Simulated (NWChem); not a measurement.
**CH5AsO (AsH2(OMe)): levels of theory compared**

Wanted: a comparison of 3 runs (HF/def2-SVP, PBE0/def2-SVP, r2SCAN/STO-3G) of CH5AsO (AsH2(OMe)). 

Program for the calculation: NWChem 7.3.0.

### 1 The molecule

CH5AsO: 8 atoms, total charge 0, spin state singlet. As SMILES, `[H][As]([H])OC`. The shape comes from GFN2-xTB, which is rough for such elements, and wasn't checked as a minimum. This is one conformer, not always the lowest.

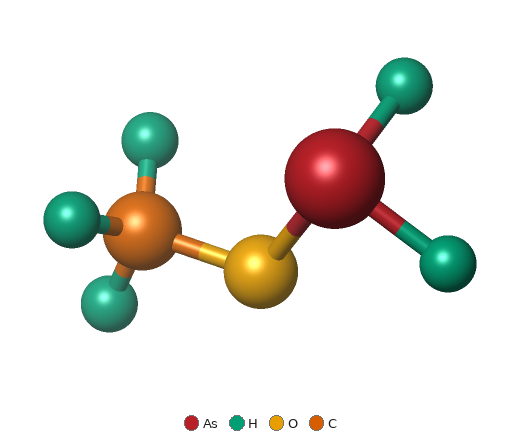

The structure, seen from a chosen angle (arsenic red, hydrogen teal, oxygen amber, carbon orange).

### 2 Energy and forces at HF/def2-SVP (run 1)

ch5aso.nw reads:

```
start ch5aso
memory stack 880 mb heap 220 mb global 1100 mb

geometry units angstrom noautosym nocenter noautoz
  As       1.075210       1.190950       0.264010
  H        1.945590       1.378940      -0.933050
  H        0.081150       2.177260      -0.318410
  O        0.360020      -0.305530      -0.476620
  C       -0.659460      -0.966800       0.234440
  H       -0.354240      -1.223020       1.255330
  H       -0.874340      -1.887090      -0.310770
  H       -1.573910      -0.364710       0.285080
end

basis spherical bse
  * library def2-SVP
end

scf
  thresh 1e-08
  maxiter 80
  print medium
end

task scf gradient
```

On the command line:

```sh
nwchem ch5aso.nw > ch5aso.out
```

Log:

```text
[...]
  functions       =    85
[...]
  wavefunction    = RHF
[...]
         Total SCF energy =  -2349.444132981944
      One-electron energy =  -3659.279934345853
      Two-electron energy =   1115.388600357695
 Nuclear repulsion energy =    194.447201006214
        Time for solution =      8.7s
[...]
                         RHF ENERGY GRADIENTS
    atom               coordinates                        gradient
                 x          y          z           x          y          z
   1 As      2.031852   2.250569   0.498907    0.009223   0.013917   0.015409
   2 H       3.676632   2.605819  -1.763209   -0.009935  -0.002516   0.000508
   3 H       0.153351   4.114425  -0.601708    0.003087  -0.001467  -0.004381
   4 O       0.680339  -0.577368  -0.900681    0.004742  -0.007979  -0.019263
   5 C      -1.246199  -1.826987   0.443027   -0.008978  -0.002767   0.009330
   6 H      -0.669417  -2.311173   2.372230    0.000268   0.000052   0.001016
   7 H      -1.652263  -3.566083  -0.587270    0.001934  -0.000429  -0.002686
   8 H      -2.974259  -0.689202   0.538723   -0.000340   0.001190   0.000068
[...]
```

Run time: 12 s. Hardware: 1 thread of AMD EPYC 9R45 (Zen 5), shared host; peak memory 0.1 GiB.

### 3 Energy and forces at PBE0/def2-SVP (run 2)

run.py reads:

```python
from ase import Atoms
from ase.calculators.nwchem import NWChem

molecule = Atoms(['As', 'H', 'H', 'O', 'C', 'H', 'H', 'H'], positions=[
    [1.075210, 1.190950, 0.264010],
    [1.945590, 1.378940, -0.933050],
    [0.081150, 2.177260, -0.318410],
    [0.360020, -0.305530, -0.476620],
    [-0.659460, -0.966800, 0.234440],
    [-0.354240, -1.223020, 1.255330],
    [-0.874340, -1.887090, -0.310770],
    [-1.573910, -0.364710, 0.285080],
])

calc = NWChem(
    label='ch5aso',
    theory='dft',
    memory='2200 mb',
    basis='def2-SVP',
    basispar='spherical bse',
    dft={'xc': 'pbe0', 'mult': '1', 'grid': 'xfine', 'convergence': 'energy 1e-08', 'iterations': '100', 'mulliken': None, 'print': 'low'},
)
molecule.calc = calc

forces = molecule.get_forces()
print(f"energy = {molecule.get_potential_energy():.6f} eV")
print("forces (eV/A):")
for s, f in zip(molecule.symbols, forces):
    print(f"{s:2s} {f[0]:10.5f} {f[1]:10.5f} {f[2]:10.5f}")
```

On the command line:

```sh
export ASE_NWCHEM_COMMAND="nwchem PREFIX.nwi > PREFIX.nwo"
python run.py
```

Log:

```text
energy = -63985.274546 eV
forces (eV/A):
As   -0.27012   -0.57156    0.28591
H     0.52651    0.14378   -0.39641
H    -0.31491    0.31722   -0.04124
O    -0.06767   -0.02700    0.16316
C     0.60873    0.46881   -0.31851
H     0.02946   -0.13745    0.35723
H    -0.13884   -0.30442   -0.09642
H    -0.37312    0.11056    0.04633
```

The calculator wrote ch5aso.nwi:

```
title "ch5aso"

permanent_dir ch5aso

scratch_dir ch5aso

start ch5aso

geometry units angstrom nocenter noautosym noautoz
  As 1.0752100000000000e+00 1.1909500000000000e+00 2.6401000000000002e-01
  H  1.9455899999999999e+00 1.3789400000000001e+00 -9.3305000000000005e-01
  H  8.1150000000000000e-02 2.1772600000000000e+00 -3.1841000000000003e-01
  O  3.6002000000000001e-01 -3.0553000000000002e-01 -4.7661999999999999e-01
  C  -6.5946000000000005e-01 -9.6679999999999999e-01 2.3444000000000001e-01
  H  -3.5424000000000000e-01 -1.2230200000000000e+00 1.2553300000000001e+00
  H  -8.7434000000000001e-01 -1.8870899999999999e+00 -3.1076999999999999e-01
  H  -1.5739099999999999e+00 -3.6470999999999998e-01 2.8508000000000000e-01
end

memory 2200 mb

basis spherical bse noprint
   * library def2-SVP
end

dft
  xc pbe0
  mult 1
  grid xfine
  convergence energy 1e-08
  iterations 100
  mulliken
  print low
end

task dft gradient
```

ch5aso.nwo:

```text
Northwest Computational Chemistry Package (NWChem) 7.3.0
             --------------------------------------------------------

           Job information
           ---------------

    nwchem branch   = 7.3.0
    use scalapack   = T
    input           = ch5aso.nwi
    prefix          = ch5aso.
    data base       = ch5aso/ch5aso.db
    status          = startup
    nproc           =        1

           Memory information
           ------------------

[... 5 lines left out ...]
    hardfail = no
[... 39 lines left out ...]
            Nuclear Dipole moment (a.u.)
[... 87 lines left out ...]
         Total DFT energy =    -2351.415487952563
[... 1 line left out ...]
           Coulomb energy =     1211.881720991849
[... 1 line left out ...]
 Nuclear repulsion energy =      194.447201006214
[... 29 lines left out ...]
                         DFT ENERGY GRADIENTS

    atom               coordinates                        gradient
                 x          y          z           x          y          z
   1 As      2.031852   2.250569   0.498907    0.005253   0.011115  -0.005560
   2 H       3.676632   2.605819  -1.763209   -0.010239  -0.002796   0.007709
   3 H       0.153351   4.114425  -0.601708    0.006124  -0.006169   0.000802
[... 4 lines of this table left out ...]
   8 H      -2.974259  -0.689202   0.538723    0.007256  -0.002150  -0.000901

 Task  times  cpu:       15.5s     wall:       15.5s
 Total times  cpu:       15.5s     wall:       15.5s
```

Wall time 17 s (1 thread of AMD EPYC 9R45 (Zen 5), shared host); peak memory 0.14 GiB.

### 4 Energy and forces at r2SCAN/STO-3G (run 3)

run.py reads:

```python
from ase import Atoms
from ase.calculators.nwchem import NWChem

molecule = Atoms(['As', 'H', 'H', 'O', 'C', 'H', 'H', 'H'], positions=[
    [1.075210, 1.190950, 0.264010],
    [1.945590, 1.378940, -0.933050],
    [0.081150, 2.177260, -0.318410],
    [0.360020, -0.305530, -0.476620],
    [-0.659460, -0.966800, 0.234440],
    [-0.354240, -1.223020, 1.255330],
    [-0.874340, -1.887090, -0.310770],
    [-1.573910, -0.364710, 0.285080],
])

calc = NWChem(
    label='mol',
    theory='dft',
    memory='2200 mb',
    basis='STO-3G',
    basispar='spherical bse',
    dft={'xc': 'r2scan', 'mult': '1', 'grid': 'xfine', 'convergence': 'energy 1e-08', 'iterations': '100', 'mulliken': None},
)
molecule.calc = calc

forces = molecule.get_forces()
e = molecule.get_potential_energy()
print(f"E = {e:.6f} eV")
print("forces (eV/A):")
for s, f in zip(molecule.symbols, forces):
    print(f"{s:2s} {f[0]:10.5f} {f[1]:10.5f} {f[2]:10.5f}")
print("dipole (e A):", molecule.get_dipole_moment().round(4))
```

On the command line:

```sh
export ASE_NWCHEM_COMMAND="nwchem PREFIX.nwi > PREFIX.nwo"
python run.py
```

Log:

```text
E = -63277.685519 eV
forces (eV/A):
As   -0.17597    0.77709    0.11601
H    -0.16265   -0.15488    0.30344
H     0.23922   -0.38088    0.19119
O     1.56390    0.21047   -2.29682
C    -0.29758    0.30786    1.01646
H    -0.11663   -0.33579    0.75606
H    -0.21026   -0.59984   -0.30164
H    -0.84003    0.17591    0.21541
dipole (e A): [-0.1073  0.0622  0.0209]
```

The calculator wrote mol.nwi:

```
title "mol"

permanent_dir mol

scratch_dir mol

start mol

geometry units angstrom nocenter noautosym noautoz
  As 1.0752100000000000e+00 1.1909500000000000e+00 2.6401000000000002e-01
  H  1.9455899999999999e+00 1.3789400000000001e+00 -9.3305000000000005e-01
  H  8.1150000000000000e-02 2.1772600000000000e+00 -3.1841000000000003e-01
  O  3.6002000000000001e-01 -3.0553000000000002e-01 -4.7661999999999999e-01
  C  -6.5946000000000005e-01 -9.6679999999999999e-01 2.3444000000000001e-01
  H  -3.5424000000000000e-01 -1.2230200000000000e+00 1.2553300000000001e+00
  H  -8.7434000000000001e-01 -1.8870899999999999e+00 -3.1076999999999999e-01
  H  -1.5739099999999999e+00 -3.6470999999999998e-01 2.8508000000000000e-01
end

memory 2200 mb

basis spherical bse noprint
   * library STO-3G
end

dft
  xc r2scan
  mult 1
  grid xfine
  convergence energy 1e-08
  iterations 100
  mulliken
end

task dft gradient
```

mol.nwo:

```text
Northwest Computational Chemistry Package (NWChem) 7.3.0
             --------------------------------------------------------

           Job information
           ---------------

    nwchem branch   = 7.3.0
    use scalapack   = T
    input           = mol.nwi
    prefix          = mol.
    data base       = mol/mol.db
    status          = startup
    nproc           =        1

           Memory information
           ------------------

[... 5 lines left out ...]
    hardfail = no
[... 106 lines left out ...]
  convergence criterion.
[... 40 lines left out ...]
          Spatial weights used:  Erf1
[... 32 lines left out ...]
 1-e energy   =   -3646.567778
[... 50 lines left out ...]
           Coulomb energy =     1222.243282779018
[... 308 lines left out ...]
          Convergence on density requested:  1.00D-05
[... 26 lines left out ...]
          total energy or number of iterations.
[... 36 lines left out ...]
                 ----------------------------------------
                 |  Time  |  1-e(secs)   |  2-e(secs)   |
                 ----------------------------------------
                 |  CPU   |       0.00   |       0.43   |
                 ----------------------------------------
                 |  WALL  |       0.00   |       0.43   |
                 ----------------------------------------

 Task  times  cpu:        6.3s     wall:        6.3s
 Total times  cpu:        6.3s     wall:        6.3s
```

Wall time 7.2 s (1 thread of AMD EPYC 9R45 (Zen 5), shared host); peak memory 0.14 GiB.

### 5 The series

| run | level | iteration cap | module | energy (Eh) | dipole moment (D) | HOMO energy (eV) | LUMO energy (eV) | wall time |
| --- | --- | --- | --- | --- | --- | --- | --- | --- |
| 1 | HF/def2-SVP | 80 | scf | -2349.444133 | 1.29 | -10.11 | 3.29 | 12 s |
| 2 | PBE0/def2-SVP | 100 | dft | -2351.415488 | – | – | – | 17 s |
| 3 | r2SCAN/STO-3G | 100 | dft | -2325.412071 | 0.60 | -2.39 | 3.65 | 7.2 s |

### 6 Results

| quantity | value |
| --- | --- |
| run 3: total energy | -2325.41207 Eh |
| run 3: dipole moment | 0.60 D |
| run 3: HOMO energy | -2.39 eV |
| run 3: LUMO energy | 3.65 eV |
| run 3: HOMO–LUMO gap | 6.03 eV |
| run 3: largest force on an atom | 2.787 eV/Å |

What this shows: Totals of different functionals can't be ranked against each other. In run 3 the basis is minimal, so the values are rough. All runs together took 36 s, the longest 17 s.
